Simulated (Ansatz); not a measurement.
ClFO$_{2}$W

```xyz
5

Cl   -0.1083   -0.5108   -1.6177
F    -1.3499    0.8864    1.3278
O    -3.1693   -0.2428   -0.6241
O    -1.9703    2.0989   -1.2295
W    -1.7154    0.6081   -0.4725
```

Geometry: PBE0-D4/def2-SVP; core potentials replace the inner electrons of W.

Method: Ansatz, isolated molecule in a Gaussian basis; Kohn-Sham density functional theory, functional PBE0.

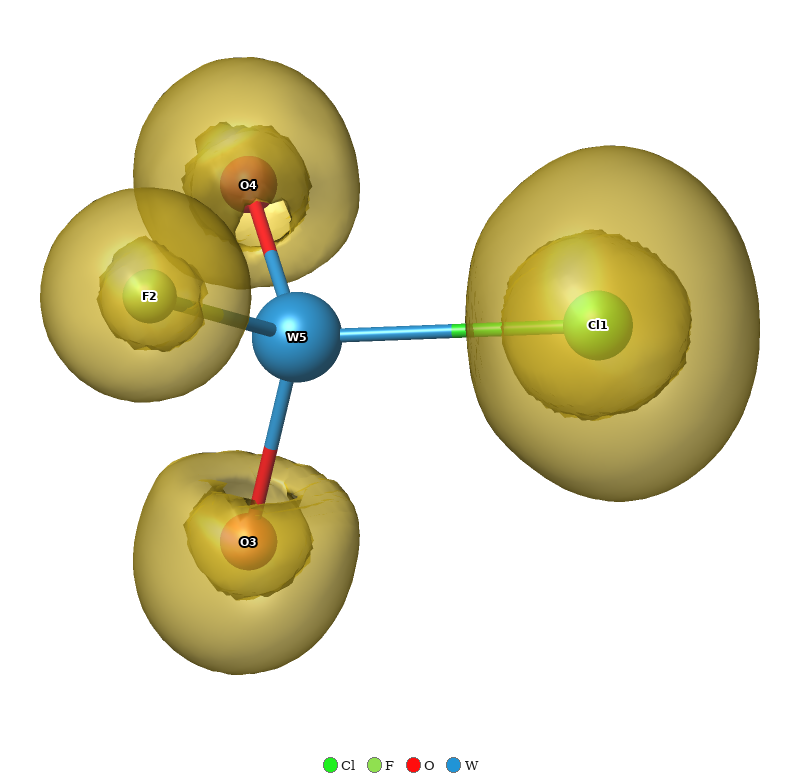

Figure 1. Isosurface of the electron localisation function at 0.75 (yellow), seen from one side. Only the valence region is drawn (cores and ρ < 0.01 e/Å³ removed).

Identify the bonds, lone pairs and shells in this picture.

The surface consists of one region wrapped around Cl (its valence shell), one region wrapped around F (its valence shell) and two regions wrapped around O (the valence shell of each). Along the contacts the grid gives the following. W–O (1.69 Å): the ELF peaks at about 0.80 in the valence shell of O, 0.5 Å from its nucleus, and drops to about 0.35 between the two atoms. W–F (1.86 Å): the ELF peaks at about 0.80 in the valence shell of F, 0.5 Å from its nucleus, and drops to about 0.25 between the two atoms.

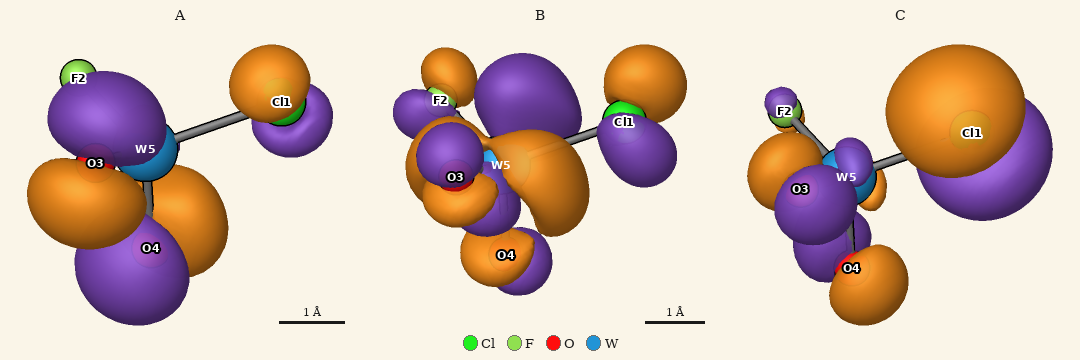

Figure 2. Three frontier orbitals at ±0.1 Å⁻³ᐟ² (orange and purple are the two phases), in no order.

Order the three orbitals by energy and name them.

C is the HOMO−1 (−10.35 eV). By Hirshfeld shares it lies mainly on Cl1 (about 65 %), O3 (about 10 %), O4 (about 10 %) and W5 (about 10 %); largely a lone pair of Cl1. A is the HOMO (−9.80 eV). Its weight (Hirshfeld) is mainly on O4 (about 40 %) and O3 (about 40 %); largely a combination of lone pairs on O4 and O3. B is the LUMO (−3.01 eV). It lies mainly on W5 (about 60 %), Cl1 (about 15 %), F2 (about 10 %), O3 (about 10 %) and O4 (about 10 %).

What is the HOMO–LUMO gap?

6.79 eV between the orbital energies.

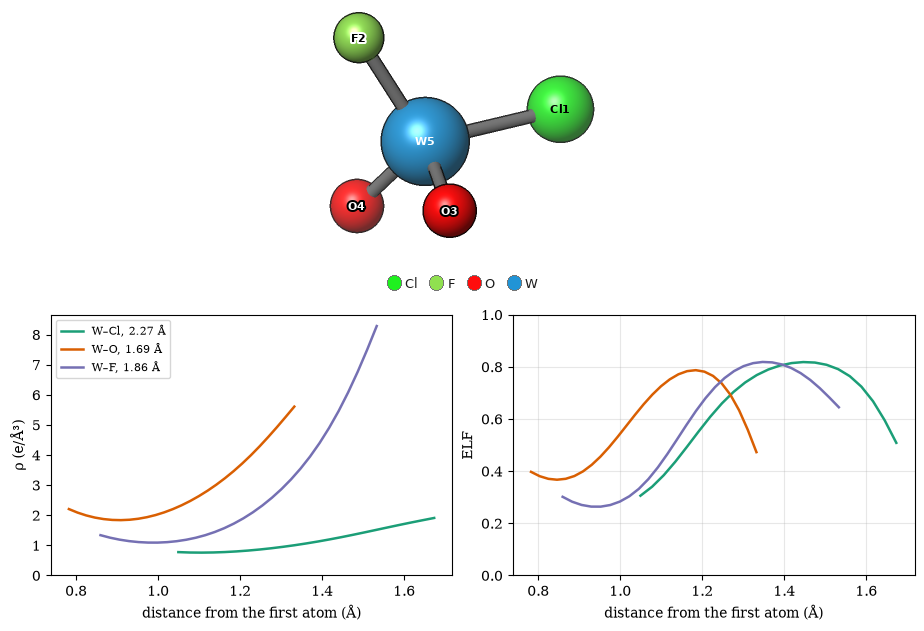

Figure 3. Electron density and ELF along straight lines between neighbouring atoms. The curves leave out the atomic cores. The structure is drawn too.

Compare the contacts.

W–Cl (2.27 Å): the density is about 0.77 e/Å³ at the midpoint; the ELF peaks at about 0.80 in the valence shell of Cl, 0.8 Å from its nucleus, and is about 0.45 at the midpoint.
W–O (1.69 Å): ρ is about 1.9 e/Å³ halfway; the ELF peaks at about 0.80 in the valence shell of O, 0.5 Å from its nucleus, and drops to about 0.35 between the two atoms.
W–F (1.86 Å): the density is about 1.1 e/Å³ at the midpoint; the ELF peaks at about 0.80 in the valence shell of F, 0.5 Å from its nucleus, and drops to about 0.25 between the two atoms.
